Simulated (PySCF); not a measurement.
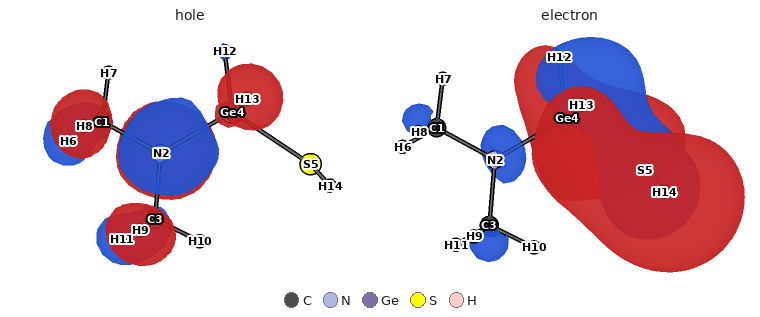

Figure. C2H9GeNS, SMILES `C[N](C)[GeH2][SH]`. Leading natural transition orbital pair of S₂ (full linear response singlet states); the surfaces enclose about 78 % of each orbital's density.

Computed with PySCF, B3LYP/cc-pVDZ, geometry: GFN2-xTB. No frequency check shows the geometry to be a minimum. GFN2-xTB bond lengths at metals and heavier atoms can be off by up to 0.1 Å and shapes distorted, which carries into these values. Without diffuse functions Rydberg states are missing, so the states' numbers hold for this basis only.

> What kind of excitation is it, and where does it lie?

5.71 eV (217 nm), f = 0.009, charge transfer, whose energy this functional puts too low; the leading pair carries 100 %; hole on N2 (55 %), Ge4 (8 %) and C1 and C3 (7 % each), electron on S5 (34 %), H14 (28 %) and Ge4 (20 %); their centroids lie 2.7 Å apart. In canonical orbitals it is mainly HOMO → LUMO+1 (81 %). The HOMO–LUMO gap is 6.32 eV.
